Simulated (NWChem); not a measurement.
**BHO2 (oxoborinic acid) at r2SCAN/6-31+G(d) (spherical functions)**

What is the electronic atomisation energy of BHO2 (oxoborinic acid) at r2SCAN/6-31+G* (spherical functions)? 

Program for the calculation: NWChem 7.3.0.

## Step 1: The molecule

BHO2 has 4 atoms, charge 0, and is taken as a singlet. SMILES: `O=BO`. The shape is that of a PBE0-D4/def2-TZVP optimisation.

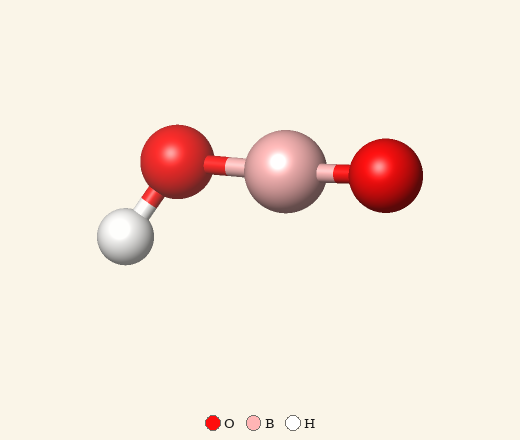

Viewed from a chosen angle; oxygen red, boron pink, hydrogen white.

## Step 2: The energy at r2SCAN/6-31+G(d) (spherical functions) (run 1)

Input file bho2.nw:

```
start bho2
title "BHO2"
memory stack 880 mb heap 220 mb global 1100 mb
charge 0

geometry units angstrom noautosym nocenter noautoz
O     -1.555100     0.523500     0.428500
B     -0.423900     0.132000     0.248600
O      0.816700    -0.302000     0.108600
H      1.162300    -0.353500    -0.785700
end

basis spherical bse
* library 6-31+G*
end

dft
xc r2scan
grid fine
convergence energy 1e-08
maxiter 100
mulliken
noprint "final vectors analysis"
end

task dft energy
```

The run is started by

```sh
$ nwchem bho2.nw > bho2.out
```

Log:

```text
[...]
          Wavefunction type:  closed shell.
          No. of atoms     :     4
          No. of electrons :    22
[...]
          Charge           :     0
          Spin multiplicity:     1
[...]
          AO basis - number of functions:    56
[...]
              XC Information
              --------------
                      r^2SCAN Method XC Functional
               r^2SCAN metaGGA Exchange Functional  1.000
                     r^2SCAN Correlation Potential  1.000
[...]
 d= 0,ls=0.0,diis     1   -175.7652447984 -2.30D+02  3.22D-02  1.01D+00     0.5
[...]
 d= 0,ls=0.0,diis    11   -175.8914332671 -1.22D-10  8.43D-08  1.14D-10     5.6
         Total DFT energy =     -175.891433267079
      One electron energy =     -347.554934506482
           Coulomb energy =      139.208168979048
    Exchange-Corr. energy =      -21.550248226795
 Nuclear repulsion energy =       54.005580487150
[...]
      Total Density - Mulliken Population Analysis
     ---------------------------------------------
    Atom       Charge   Shell Charges
 -----------   ------   -------------------------------------------------------
    1 O    8     8.51   2.00  0.93  2.85  0.92  1.56  0.09  0.14  0.02
    2 B    5     4.21   2.00  0.53  1.45  0.07 -0.00  0.01  0.02  0.14
    3 O    8     8.80   2.00  0.90  2.96  0.95  1.74  0.11  0.12  0.02
    4 H    1     0.48   0.46  0.02
[...]
```

Run time: 6.3 s. Hardware: 1 thread of Intel Xeon Platinum 8488C (Sapphire Rapids), shared host; peak memory 0.11 GiB.

## Step 3: The B atom (run 2)

Input file struct.nw:

```
start struct
memory stack 880 mb heap 220 mb global 1100 mb

geometry units angstroms noautosym nocenter noautoz
   B      0.000000     0.000000     0.000000
end

basis "ao basis" spherical bse
   B library 6-31+G*
end

dft
   xc r2scan
   mult 2
   grid fine
   convergence energy 1e-08
   maxiter 100
   mulliken
   noprint "final vectors analysis"
end

task dft energy
```

The run is started by

```sh
$ nwchem struct.nw > struct.out
```

Log:

```text
[...]
          Wavefunction type:  spin polarized.
          No. of atoms     :     1
          No. of electrons :     5
[...]
          Charge           :     0
          Spin multiplicity:     2
[...]
          AO basis - number of functions:    18
[...]
              XC Information
              --------------
                      r^2SCAN Method XC Functional
               r^2SCAN metaGGA Exchange Functional  1.000
                     r^2SCAN Correlation Potential  1.000
[...]
 d= 0,ls=0.0,diis     1    -24.5849862510 -2.46D+01  2.90D-02  2.84D-02     0.1
[...]
 d= 0,ls=0.0,diis     7    -24.6310012493 -1.75D-09  1.82D-06  2.02D-11     0.4
[...]
         Total DFT energy =      -24.631001249277
      One electron energy =      -32.387644958009
           Coulomb energy =       11.627545433266
    Exchange-Corr. energy =       -3.870901724535
 Nuclear repulsion energy =        0.000000000000
[...]
      Total Density - Mulliken Population Analysis
     ---------------------------------------------
    Atom       Charge   Shell Charges
 -----------   ------   -------------------------------------------------------
    1 B    5     5.00   2.00  0.76  0.55  1.15  0.39  0.09  0.06  0.00
     --------------------------------------------
      Spin Density - Mulliken Population Analysis
     --------------------------------------------
    Atom       Charge   Shell Charges
 -----------   ------   -------------------------------------------------------
    1 B    5     1.00  -0.00  0.03  0.55 -0.02  0.39 -0.01  0.06 -0.00
[...]
      <S2> =      0.7532 (Exact =     0.7500)
[...]
```

Run time: 0.99 s. Hardware: 1 thread of Intel Xeon Platinum 8488C (Sapphire Rapids), shared host; peak memory 0.11 GiB.

Run 3 isn't shown in full; the table further down has it.

## Step 4: The O atom (run 4)

Input file run.nw:

```
echo
start run
title "O"
memory 2200 mb
geometry units angstrom noautosym nocenter noautoz
  O     0.000000    0.000000    0.000000
end
basis spherical bse
  * library 6-31+G*
end
dft
  xc r2scan
  mult 3
  grid fine
  convergence energy 1e-08
  maxiter 100
  mulliken
  noprint "final vectors analysis"
end
task dft energy
```

Run the same way, it converges to -75.02782 Eh (log not shown).

## Step 5: Overview of the runs

| run | level | partner | energy (Eh) | wall time |
| --- | --- | --- | --- | --- |
| 1 | r2SCAN/6-31+G* (spherical functions) | base | -175.891433 | 6.3 s |
| 2 | U-r2SCAN/6-31+G* (spherical functions) | atoms | -24.631001 | 0.99 s |
| 3 | U-r2SCAN/6-31+G* (spherical functions) | atoms | -0.498227 | 0.66 s |
| 4 | U-r2SCAN/6-31+G* (spherical functions) | atoms | -75.027821 | 1.6 s |

## Step 6: Outcome

At r2SCAN/6-31+G* (spherical functions):

| quantity | value |
| --- | --- |
| O atom: total energy | -75.02782 Eh |
| O atom: ⟨S²⟩ | 2.005 |
| electronic atomisation energy | 19.227 eV |

What this shows: Taking the molecule apart into free atoms costs 19.23 eV (1855 kJ/mol), before zero-point energy and without spin-orbit coupling. All runs together took 9.6 s, the longest 6.3 s.
